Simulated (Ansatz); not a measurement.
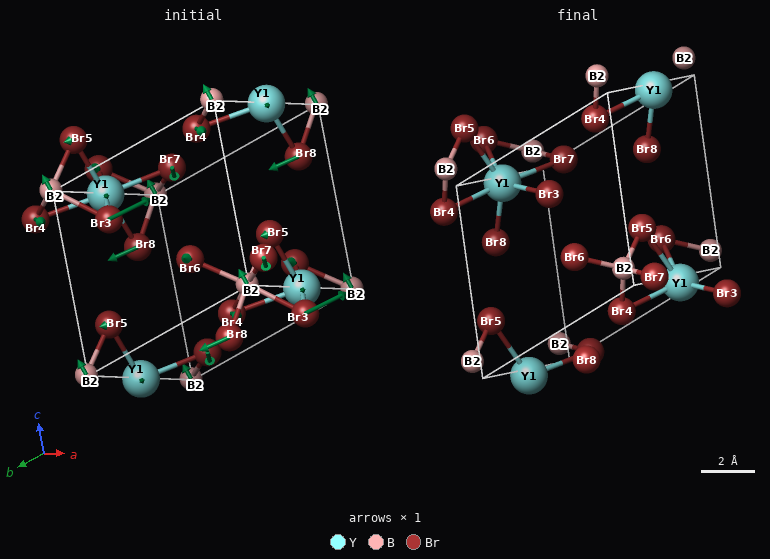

The structure of crystalline YBBr6 (built on the LaAlH6-166 type type) before (left) and after (right) a relaxation, at one scale. The green arrows give the displacements (the part carried along by the change of the cell is left out), at their true length.

The picture is a ball-and-stick view of the cell of the calculation, reduced to other axes, seen from a free direction. Lengths and directions refer to the drawn axes.

Case: shaken.

Method: DFT, PBEsol, plane waves, PAW in Ansatz 0.2.0. (plane-wave cutoff 420 eV; k-point mesh 4 × 4 × 4; occupations fermi dirac; smearing width 0.05 eV; no spin polarisation; cell and atoms relaxed; force threshold 0.01 eV/Å; at most 120 steps)

**Summarise the run.**

The energy falls by 2.582 eV per cell of the calculation in 41 accepted moves (48 points after the start). The largest force component goes from 0.66 to 0.0065 eV/Å. Pressure: −1.31 GPa at the start and 0.00 GPa at the end. The line search rejected the trial steps at points 1, 28, 30, 46 of the run. The SCF was repeated 3 times at an unchanged geometry on a basis and grid sized afresh for the cell, which shifted the energy by 28.1 meV per cell of the calculation at most. The atom that moves furthest relative to the cell is Br3 (2.17 Å along [2 −1 0]). By element the largest moves are Br 2.17 Å, B 0.67 Å, Y 0.21 Å. The volume changes by +12.4 %, with a 6.510 → 6.676 Å (+2.5 %), b 7.242 → 7.038 Å (−2.8 %), c 7.287 → 7.389 Å (+1.4 %), α 110.8° → 114.3°, β 107.6° → 92.7°, γ 107.1° → 101.3°. Near-neighbour distances that change, for instance: Br3–Br8 3.212 → 6.437 Å, B2–Br8 2.407 → 4.126 Å, B2–Br3 2.461 → 4.121 Å, Br4–Br7 4.819 → 3.342 Å. Bonds break, among them: B2–Br3 (2.46 → 4.12 Å), B2–Br8 (2.41 → 4.13 Å). Among the angles between lasting bonds that change: Br4–B2–Br7 177.0° → 111.7°, Br5–Y1–Br8 177.8° → 144.8°, Br3–Y1–Br6 177.1° → 145.0°. The space group stays P1 (No. 1). The run took 7.2 min on 4 threads of Arm Neoverse V1, with other jobs on the host, peak memory 0.91 GiB.
